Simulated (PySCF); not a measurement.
```yaml
atoms:
  - { symbol: La, position_ang: [0.0000, 0.0000, -0.9815] }
  - { symbol: Br, position_ang: [0.0000, 0.0000, 1.7275] }
```

Level of theory: PySCF, PBE0/x2c-SVPall, spin-free X2C-1e, Gaussian nucleus, at a bond length of 2.709 Å.

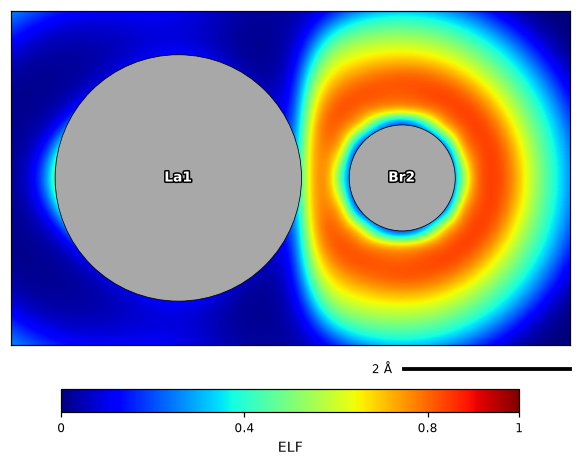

LaBr (triplet). Electron localisation function on a plane that holds the molecular axis. Grey discs cover the atomic cores.

Interpret the plot.

Answer.
- Atoms in the plane: La and Br.
- La–Br (2.71 Å): the ELF peaks at about 0.75 in the valence shell of Br, 1.0 Å from its nucleus, and is about 0.25 at the midpoint; a closed-shell, largely ionic contact.
